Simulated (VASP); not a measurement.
Band structure of HfSi2 (space group I4/mcm). Method: PBE GGA, VASP's PBE PAW potentials (set 64) (plane waves; VASP).

Unless said otherwise, spin-orbit coupling is left out, though it shifts the bands of the heavy elements here.

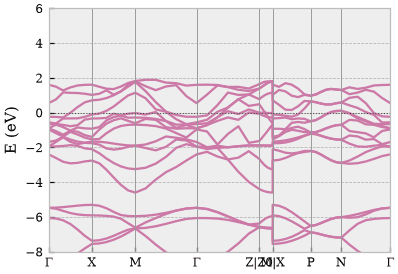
Fig. 1. Bands along high-symmetry lines, zero at the valence-band maximum or, without a gap, the Fermi level

Problem. Read the plot: is there a gap, and where are the band edges?

Solution. It has no gap at this level: it comes out as a metal or semimetal.

The structure was generated: HfSi2 was put into an ordered model structure, which need not be its known phase. The cell was not relaxed at this level. The k-mesh is coarse (spacing up to 0.34 per Å, 2π included), so the numbers may not be converged in it.
